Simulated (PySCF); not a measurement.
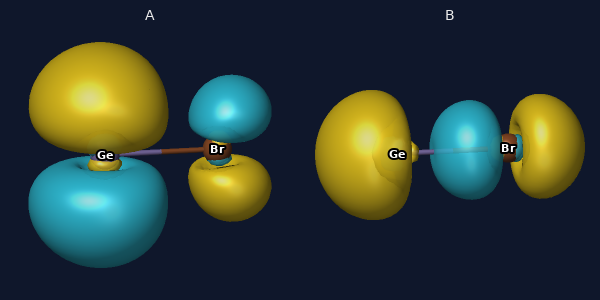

GeBr (charge +1). Two frontier orbitals, each drawn at the value that holds 80 % of its norm (yellow and cyan are the two phases), in no order; of a degenerate pair one member is drawn.

These are results of PBE0/def2-TZVPPD, non-relativistic Hamiltonian with scalar-relativistic core potentials where named, at a bond length of 2.211 Å in PySCF, not measurements.

Question: Label each orbital by symmetry, say whether it is occupied, and order them by energy.

Answer: Orbital B: σ, occupied, −15.43 eV; shared between the atoms (Ge 55 %, Br 45 %).
Orbital A: π, empty, −9.36 eV; mainly on Ge (85 %).
